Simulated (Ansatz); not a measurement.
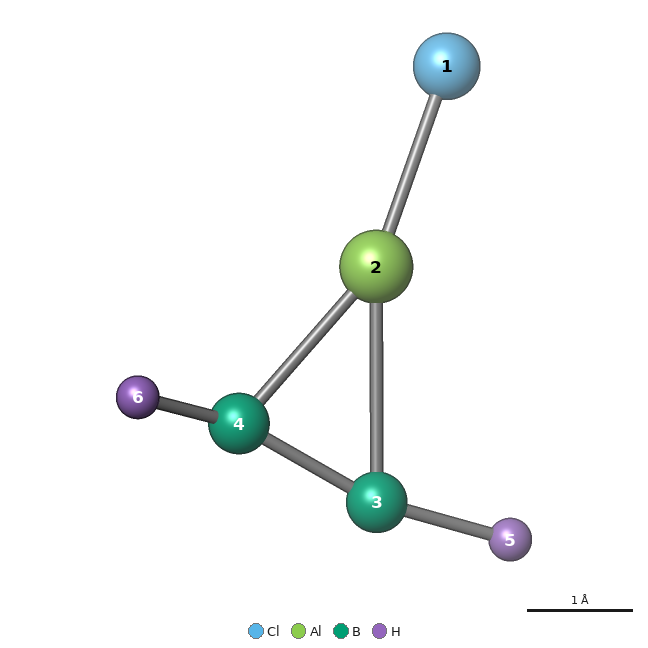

The picture comes from a calculation with Ansatz.

Orthographic view. Atoms fade into the background with distance from the viewer. Geometry: atoms displaced at random (about 0.12 Å) from a stationary point of PBE0-D4.

Write a Z-matrix (Å, degrees) in the order of the atom numbers, with these reference atoms: 2 to 1; 3 to 2, 1; 4 to 3, 2, 1; 5 to 3, 4, 2; 6 to 4, 3, 5.

```
Cl 
Al   1   2.086
B    2   2.245   1   156.4
B    3   1.532   2    60.6   1  -154.7
H    3   1.378   4   164.4   2   -24.1
H    4   1.187   3   152.4   5  -148.1
```
